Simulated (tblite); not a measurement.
# Geometry relaxation, with input and output: C₄H₉F₃GeO (part 4 of 4)

Continued. System: C₄H₉F₃GeO. Method: GFN2-xTB geometry optimisation, gas phase (tblite 0.8.0). It belongs to a series of runs on one base structure; here: constitutional isomer.

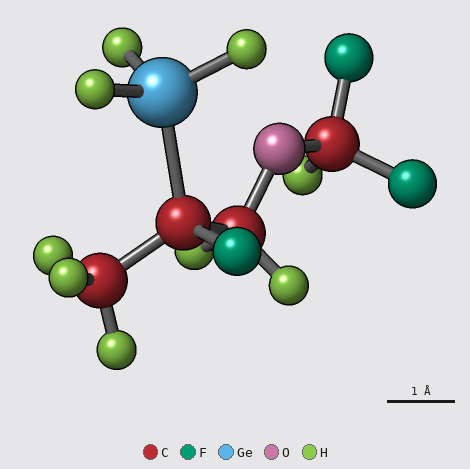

**Figure 1.** The geometry at step 103 of the log (ball-and-stick view, seen at a tilt).

## Trajectory as extended XYZ, continued
```
18
Properties=species:S:1:pos:R:3:forces:R:3 step=92 energy=-907.43683
C    -1.6740   -1.4028    0.7069    0.0010  -0.0030  -0.0060
C    -0.8391   -0.1429    0.5854    0.0080  -0.0140  -0.0020
F    -1.0240    0.5944    1.7629    0.0070   0.0000  -0.0020
Ge   -1.3879    1.1112   -0.8825   -0.0080   0.0180   0.0070
C     0.6462   -0.4407    0.4651    0.0090  -0.0010   0.0020
O     1.1987    0.5983   -0.3385   -0.0120   0.0070   0.0060
C     2.5309    0.5482   -0.5262   -0.0010   0.0040  -0.0040
F     2.8517    1.3729   -1.5286    0.0020   0.0080   0.0000
F     3.2073    0.9903    0.5657    0.0080  -0.0010   0.0050
H    -2.6967   -1.1270    0.9572    0.0060   0.0050  -0.0120
H    -1.2883   -2.0558    1.4895   -0.0060   0.0100  -0.0040
H    -1.6766   -1.9353   -0.2413    0.0080  -0.0080   0.0020
H    -0.8728    2.4756   -0.6150    0.0060  -0.0060  -0.0020
H    -0.9467    0.5948   -2.2105   -0.0090  -0.0070  -0.0050
H    -2.8882    1.1431   -0.8707   -0.0040  -0.0020   0.0030
H     0.8118   -1.4058   -0.0291   -0.0100  -0.0020   0.0180
H     1.1176   -0.4478    1.4544   -0.0020   0.0040  -0.0030
H     2.9211   -0.4643   -0.7564   -0.0030  -0.0120  -0.0030
18
Properties=species:S:1:pos:R:3:forces:R:3 step=95 energy=-907.43706
C    -1.6738   -1.4032    0.7061    0.0110   0.0090  -0.0090
C    -0.8392   -0.1440    0.5840    0.0060   0.0250  -0.0020
F    -1.0239    0.5954    1.7608    0.0020  -0.0030   0.0040
Ge   -1.3865    1.1125   -0.8827   -0.0130  -0.0160   0.0020
C     0.6458   -0.4407    0.4647    0.0010   0.0030   0.0030
O     1.1972    0.5969   -0.3411    0.0000   0.0080   0.0080
C     2.5298    0.5482   -0.5267   -0.0010  -0.0020  -0.0060
F     2.8509    1.3755   -1.5267    0.0050   0.0010  -0.0050
F     3.2051    0.9889    0.5665    0.0020  -0.0040   0.0050
H    -2.6978   -1.1280    0.9508    0.0020   0.0030  -0.0120
H    -1.2896   -2.0521    1.4921   -0.0080  -0.0070   0.0030
H    -1.6695   -1.9369   -0.2412   -0.0020  -0.0230  -0.0020
H    -0.8668    2.4739   -0.6132    0.0090   0.0050  -0.0080
H    -0.9520    0.5907   -2.2122   -0.0130   0.0080   0.0100
H    -2.8866    1.1457   -0.8627   -0.0070   0.0040  -0.0040
H     0.8111   -1.4068   -0.0262    0.0000  -0.0180   0.0030
H     1.1168   -0.4450    1.4536    0.0070   0.0040   0.0140
H     2.9203   -0.4646   -0.7577   -0.0020   0.0040  -0.0050
18
Properties=species:S:1:pos:R:3:forces:R:3 step=98 energy=-907.43746
C    -1.6699   -1.4033    0.7026   -0.0070  -0.0100  -0.0020
C    -0.8392   -0.1413    0.5834   -0.0160  -0.0050   0.0110
F    -1.0283    0.5963    1.7603   -0.0020   0.0000   0.0120
Ge   -1.3870    1.1147   -0.8811    0.0000  -0.0080  -0.0050
C     0.6453   -0.4381    0.4677   -0.0100  -0.0040   0.0050
O     1.1952    0.5960   -0.3425    0.0280   0.0020  -0.0080
C     2.5278    0.5465   -0.5299    0.0070   0.0010   0.0140
F     2.8496    1.3785   -1.5258    0.0010  -0.0070   0.0050
F     3.2034    0.9810    0.5666   -0.0020  -0.0110  -0.0180
H    -2.6982   -1.1326    0.9344    0.0040   0.0050  -0.0100
H    -1.2914   -2.0462    1.4966   -0.0090  -0.0010   0.0030
H    -1.6530   -1.9445   -0.2406    0.0000  -0.0050   0.0010
H    -0.8567    2.4728   -0.6134   -0.0060   0.0020  -0.0120
H    -0.9592    0.5898   -2.2113   -0.0120   0.0080   0.0060
H    -2.8863    1.1494   -0.8536   -0.0130   0.0150  -0.0050
H     0.8072   -1.4081   -0.0165    0.0260  -0.0070  -0.0100
H     1.1150   -0.4385    1.4570    0.0140   0.0100   0.0150
H     2.9170   -0.4660   -0.7656   -0.0030   0.0150  -0.0030
18
Properties=species:S:1:pos:R:3:forces:R:3 step=100 energy=-907.43774
C    -1.6669   -1.4037    0.6995   -0.0120  -0.0120   0.0080
C    -0.8403   -0.1385    0.5843    0.0000  -0.0270   0.0070
F    -1.0343    0.5982    1.7610   -0.0030  -0.0100   0.0040
Ge   -1.3897    1.1151   -0.8807   -0.0010   0.0200   0.0070
C     0.6447   -0.4348    0.4727    0.0090  -0.0020   0.0030
O     1.1973    0.5998   -0.3358    0.0160  -0.0030  -0.0060
C     2.5286    0.5444   -0.5306    0.0000   0.0010   0.0080
F     2.8488    1.3770   -1.5268    0.0010   0.0010   0.0120
F     3.2123    0.9722    0.5633    0.0010  -0.0050  -0.0170
H    -2.6973   -1.1358    0.9235   -0.0080   0.0010  -0.0070
H    -1.2914   -2.0434    1.4975   -0.0100   0.0000   0.0060
H    -1.6416   -1.9487   -0.2416    0.0010   0.0110   0.0030
H    -0.8571    2.4738   -0.6166   -0.0140  -0.0100  -0.0120
H    -0.9643    0.5905   -2.2106   -0.0060  -0.0020  -0.0090
H    -2.8895    1.1499   -0.8503   -0.0020   0.0160  -0.0050
H     0.8075   -1.4052   -0.0120    0.0250   0.0140  -0.0010
H     1.1120   -0.4362    1.4638    0.0070   0.0110  -0.0030
H     2.9122   -0.4683   -0.7723   -0.0030  -0.0020   0.0010
18
Properties=species:S:1:pos:R:3:forces:R:3 step=103 energy=-907.43822
C    -1.6642   -1.4052    0.6941    0.0010   0.0060   0.0100
C    -0.8413   -0.1372    0.5859    0.0210   0.0010  -0.0060
F    -1.0436    0.5997    1.7618   -0.0080  -0.0310  -0.0060
Ge   -1.3940    1.1165   -0.8795    0.0020  -0.0100   0.0040
C     0.6461   -0.4278    0.4829    0.0210   0.0090  -0.0040
O     1.2014    0.6085   -0.3222   -0.0230   0.0000   0.0090
C     2.5291    0.5399   -0.5323   -0.0010  -0.0020  -0.0230
F     2.8454    1.3741   -1.5282    0.0090   0.0140  -0.0050
F     3.2322    0.9539    0.5531    0.0070   0.0040   0.0160
H    -2.6979   -1.1388    0.9035   -0.0160  -0.0100   0.0000
H    -1.2952   -2.0398    1.4986   -0.0170  -0.0130   0.0140
H    -1.6240   -1.9523   -0.2451   -0.0030   0.0110   0.0050
H    -0.8627    2.4752   -0.6166   -0.0090   0.0000  -0.0120
H    -0.9701    0.5898   -2.2102   -0.0060   0.0060   0.0020
H    -2.8948    1.1482   -0.8475    0.0170   0.0150  -0.0030
H     0.8186   -1.3966   -0.0021    0.0070   0.0130   0.0140
H     1.1082   -0.4266    1.4771   -0.0040   0.0050  -0.0160
H     2.8980   -0.4752   -0.7852    0.0020  -0.0170   0.0010
18
Properties=species:S:1:pos:R:3:forces:R:3 step=105 energy=-907.43869
C    -1.6621   -1.4070    0.6896    0.0030   0.0020   0.0000
C    -0.8405   -0.1377    0.5876   -0.0030   0.0120   0.0010
F    -1.0533    0.5961    1.7635   -0.0040  -0.0190   0.0060
Ge   -1.3949    1.1183   -0.8762    0.0130  -0.0400  -0.0130
C     0.6492   -0.4208    0.4933   -0.0030   0.0080  -0.0070
O     1.2012    0.6120   -0.3175   -0.0260   0.0080   0.0050
C     2.5262    0.5348   -0.5392    0.0100   0.0030  -0.0190
F     2.8407    1.3762   -1.5292    0.0110   0.0050  -0.0210
F     3.2416    0.9346    0.5434    0.0110  -0.0020   0.0280
H    -2.7009   -1.1429    0.8785    0.0060  -0.0110   0.0070
H    -1.3043   -2.0361    1.5038   -0.0230  -0.0110   0.0050
H    -1.6044   -1.9576   -0.2467   -0.0020  -0.0010   0.0060
H    -0.8628    2.4752   -0.6120   -0.0040   0.0190  -0.0090
H    -0.9716    0.5930   -2.2088   -0.0090   0.0120   0.0140
H    -2.8958    1.1503   -0.8450    0.0190   0.0130   0.0020
H     0.8312   -1.3916    0.0166    0.0000  -0.0030   0.0120
H     1.1074   -0.4085    1.4891   -0.0050   0.0040  -0.0110
H     2.8843   -0.4821   -0.8025    0.0050   0.0010  -0.0040
18
Properties=species:S:1:pos:R:3:forces:R:3 step=108 energy=-907.43925
C    -1.6602   -1.4095    0.6869   -0.0060  -0.0110  -0.0080
C    -0.8402   -0.1387    0.5909   -0.0150  -0.0080   0.0080
F    -1.0612    0.5879    1.7687    0.0070   0.0110   0.0160
Ge   -1.3926    1.1183   -0.8725    0.0040   0.0090   0.0010
C     0.6510   -0.4169    0.4993   -0.0120   0.0010  -0.0020
O     1.1980    0.6082   -0.3246   -0.0030   0.0000  -0.0090
C     2.5236    0.5321   -0.5479    0.0010   0.0050   0.0150
F     2.8399    1.3829   -1.5292   -0.0010  -0.0190  -0.0040
F     3.2374    0.9210    0.5409    0.0100  -0.0060   0.0040
H    -2.7036   -1.1486    0.8546    0.0070   0.0010   0.0100
H    -1.3180   -2.0328    1.5125   -0.0100  -0.0020  -0.0110
H    -1.5845   -1.9646   -0.2449    0.0010  -0.0190  -0.0020
H    -0.8569    2.4757   -0.6132   -0.0030   0.0080  -0.0030
H    -0.9756    0.5979   -2.2066    0.0010  -0.0090  -0.0110
H    -2.8928    1.1614   -0.8394    0.0120   0.0030   0.0060
H     0.8368   -1.3941    0.0370    0.0050   0.0060   0.0010
H     1.1094   -0.3902    1.4944   -0.0030   0.0090  -0.0030
H     2.8807   -0.4838   -0.8186    0.0050   0.0190  -0.0090
18
Properties=species:S:1:pos:R:3:forces:R:3 step=110 energy=-907.43942
C    -1.6602   -1.4106    0.6857   -0.0030  -0.0020  -0.0010
C    -0.8410   -0.1391    0.5922    0.0050  -0.0010  -0.0010
F    -1.0614    0.5863    1.7711    0.0050   0.0000   0.0010
Ge   -1.3918    1.1187   -0.8715   -0.0020   0.0190   0.0070
C     0.6504   -0.4167    0.4992    0.0040   0.0040   0.0030
O     1.1974    0.6066   -0.3281   -0.0050  -0.0030  -0.0010
C     2.5239    0.5324   -0.5483   -0.0060  -0.0040   0.0050
F     2.8415    1.3845   -1.5283   -0.0030  -0.0090   0.0060
F     3.2358    0.9184    0.5427    0.0020   0.0020  -0.0010
H    -2.7042   -1.1501    0.8479   -0.0070   0.0020   0.0040
H    -1.3232   -2.0315    1.5150    0.0010  -0.0070  -0.0080
H    -1.5780   -1.9680   -0.2442   -0.0030  -0.0150   0.0000
H    -0.8540    2.4766   -0.6173   -0.0010   0.0000  -0.0020
H    -0.9824    0.5954   -2.2066    0.0050  -0.0110  -0.0110
H    -2.8914    1.1671   -0.8339    0.0040   0.0010   0.0060
H     0.8374   -1.3956    0.0407    0.0010   0.0130  -0.0030
H     1.1099   -0.3862    1.4935   -0.0030   0.0080   0.0020
H     2.8824   -0.4818   -0.8214    0.0070   0.0010  -0.0060
18
Properties=species:S:1:pos:R:3:forces:R:3 step=113 energy=-907.43950
C    -1.6603   -1.4115    0.6843    0.0010   0.0010   0.0000
C    -0.8410   -0.1395    0.5925    0.0000   0.0020  -0.0030
F    -1.0622    0.5856    1.7719   -0.0010  -0.0060  -0.0030
Ge   -1.3913    1.1201   -0.8706    0.0010  -0.0060  -0.0060
C     0.6508   -0.4148    0.5009    0.0010   0.0020   0.0030
O     1.1967    0.6071   -0.3284   -0.0010   0.0030   0.0030
C     2.5228    0.5315   -0.5492    0.0030  -0.0040  -0.0050
F     2.8408    1.3843   -1.5281    0.0000   0.0030  -0.0020
F     3.2368    0.9143    0.5415   -0.0030   0.0030   0.0020
H    -2.7051   -1.1511    0.8424    0.0000  -0.0010   0.0000
H    -1.3264   -2.0315    1.5156    0.0030  -0.0040  -0.0030
H    -1.5740   -1.9715   -0.2439   -0.0050  -0.0020   0.0020
H    -0.8524    2.4771   -0.6169    0.0030   0.0070  -0.0020
H    -0.9842    0.5941   -2.2068    0.0020  -0.0020   0.0050
H    -2.8905    1.1688   -0.8315   -0.0020   0.0040   0.0060
H     0.8409   -1.3938    0.0446   -0.0020   0.0000  -0.0030
H     1.1097   -0.3807    1.4952   -0.0010   0.0060   0.0080
H     2.8801   -0.4822   -0.8253    0.0040  -0.0070  -0.0010
```

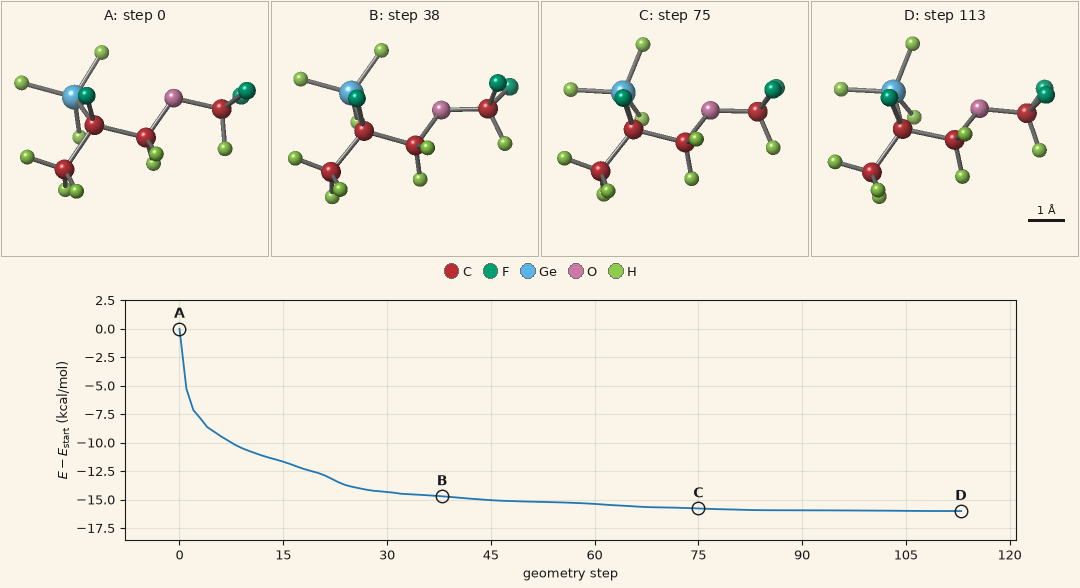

**Figure 2.** Frames of the relaxation (ball-and-stick view, seen at a tilt) above the curves, on which the letters mark them (steps are counted from 0).

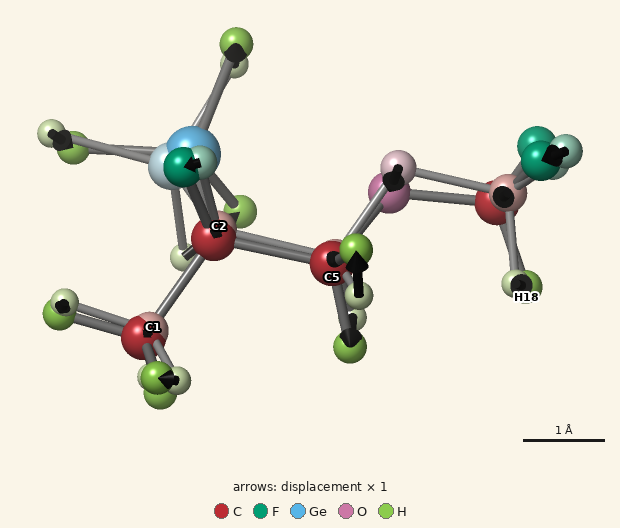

**Figure 3.** Start (faint) and end (solid) with the displacements as black arrows, at true length (ball-and-stick view, seen at a tilt). The two geometries are laid on each other by the best rigid fit. H14 moves most after the best rigid fit: 0.90 Å. By element the largest moves are H 0.90 Å, O 0.53 Å, F 0.45 Å, C 0.42 Å, Ge 0.30 Å. Distances before and after: Ge4–H14 1.555 → 1.493 Å, Ge4–H15 1.563 → 1.501 Å, C2–Ge4 1.952 → 2.008 Å, O6–C7 1.399 → 1.346 Å. Among the angles that change: C1–C2–Ge4 106.1° → 115.0°, F3–C2–Ge4 112.2° → 104.2°, O6–C7–H18 107.4° → 114.2°. The energy falls by 16.0 kcal/mol in 113 geometry steps. The largest force component goes from 2.2 to 0.008 eV/Å. (Atoms are counted from 1 in the order of the input.)

The run was set up as follows.

## The input
```
{"job": {"kind": "relax", "xc": "GFN2-xTB", "basis": "xTB"}, "charge": 0, "multiplicity": 1}
C     -1.588300    -1.320800     0.689700
C     -0.806000    -0.015100     0.534500
F     -0.868800     0.674700     1.716100
Ge    -1.654200     0.954900    -0.931800
C      0.642800    -0.305500     0.242800
O      1.368900     0.857800     0.098200
C      2.715000     0.607900    -0.189000
F      3.064900     1.151100    -1.403600
F      3.581700     1.024300     0.806600
H     -2.621500    -1.025400     0.997200
H     -1.107500    -2.020600     1.364100
H     -1.704100    -1.770900    -0.323100
H     -0.963900     2.282600    -1.210400
H     -1.646400    -0.038400    -2.128000
H     -3.110700     1.273300    -0.463700
H      0.742500    -0.931700    -0.658800
H      1.096700    -0.872300     1.079900
H      2.850300    -0.519700    -0.232400
```

The first line tells a small driver script what to run in tblite; the rest is the geometry in Å.

Command:
```bash
OMP_NUM_THREADS=1 python <driver script> task.json out
```

## Summary

```json
{"quantity": "outcome", "value": "converged"}
{"quantity": "total energy", "value": "−907.4395 eV"}
{"quantity": "hardware", "value": "1 CPU thread, shared host"}
{"quantity": "wall time", "value": "1.5 s"}
{"quantity": "peak memory", "value": "0.18 GiB"}
```
